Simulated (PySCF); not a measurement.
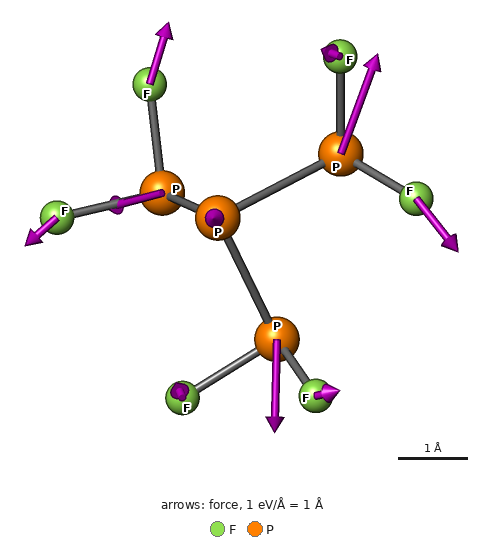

Starting geometry of P4F6 with the computed forces as purple arrows. Style: ball-and-stick. Shown at a tilt.

The start comes from GFN2-xTB. Its atoms were then displaced at random by about 0.01 Å.

All numbers below come from PBE0-D3(BJ)/def2-SVP geometry optimisation, gas phase (PySCF 2.14.0, density-fitted response routines). 

**What follows when this structure is relaxed?**

It isn't relaxed: the largest force vector, on a P atom, is 1.57 eV/Å. The final displacements have little in common with the starting forces (cosine between the two patterns 0.24). After 11 geometry steps the energy has fallen by 12.7 kcal/mol. An F atom moves most after the best rigid fit: 0.53 Å. By element the largest moves are F 0.53 Å, P 0.35 Å. Near-neighbour distances that change, for instance: P–P 2.863 → 3.351 Å, P–P 2.846 → 3.323 Å, P–P 2.193 → 2.260 Å, P–P 2.214 → 2.259 Å. Bond angles that change, for instance: P–P–P 81.0° → 95.7°, P–P–P 80.0° → 94.7°, P–P–P 81.2° → 95.3°. Groups turn about P–P by about 25°.
